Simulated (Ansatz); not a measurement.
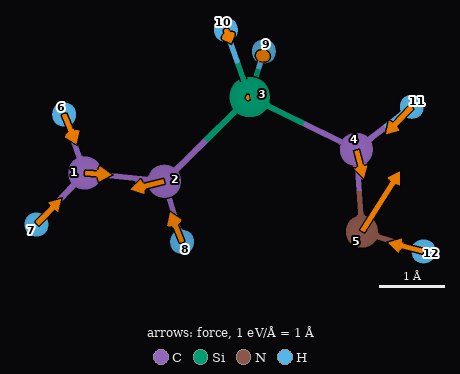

Starting geometry of C$_{3}$H$_{7}$NSi with the computed forces as orange arrows. Style: ball-and-stick. Shown face on.

The start comes from PBE-D4/def2-SVP.

Method: Ansatz 0.2.0, RKS PBE0-D4/def2-TZVP.

Input
```yaml
crystal:
  periodic: [false, false, false]
  atoms:
    - {symbol: C, position_ang: [0.094843, 0.836686, 2.216349]}
    - {symbol: C, position_ang: [-0.459371, 0.494227, 1.035777]}
    - {symbol: Si, position_ang: [0.427530, 0.590835, -0.609914]}
    - {symbol: C, position_ang: [0.078560, -0.993159, -1.617901]}
    - {symbol: N, position_ang: [-0.833946, -1.798422, -1.202162]}
    - {symbol: H, position_ang: [1.132684, 1.208546, 2.291924]}
    - {symbol: H, position_ang: [-0.459678, 0.756080, 3.167949]}
    - {symbol: H, position_ang: [-1.494973, 0.105729, 1.022551]}
    - {symbol: H, position_ang: [-0.050255, 1.753649, -1.448510]}
    - {symbol: H, position_ang: [1.912333, 0.762172, -0.410136]}
    - {symbol: H, position_ang: [0.664335, -1.169001, -2.559001]}
    - {symbol: H, position_ang: [-0.935163, -2.602543, -1.852927]}
basis:
  gaussian: {orbitals: def2-TZVP}
hamiltonian: {xc: pbe0, dispersion: d4}
relax: {f_tol: 0.005, max_steps: 150}
```

Launched with:
```bash
ansatz run in.yaml --threads 4 --pin off --events-out ev --progress --plain --max-ram 10444MiB
```

Is this structure relaxed? If not, where do the atoms go?

Answer. It isn't relaxed: the largest force vector, on N5, is 1.18 eV/Å. The final displacements have little in common with the starting forces (cosine between the two patterns 0.20). H8 moves most after the best rigid fit: 0.22 Å. By element the largest moves are H 0.22 Å, N 0.09 Å, C 0.07 Å, Si 0.04 Å. Near-neighbour distances that change, for instance: C4–H11 1.122 → 1.102 Å, C2–Si3 1.872 → 1.852 Å, C1–C2 1.348 → 1.330 Å, Si3–H10 1.508 → 1.489 Å. Over 10 geometry steps the energy falls by 1.58 kcal/mol. The largest force component goes from 0.86 to 0.0042 eV/Å.
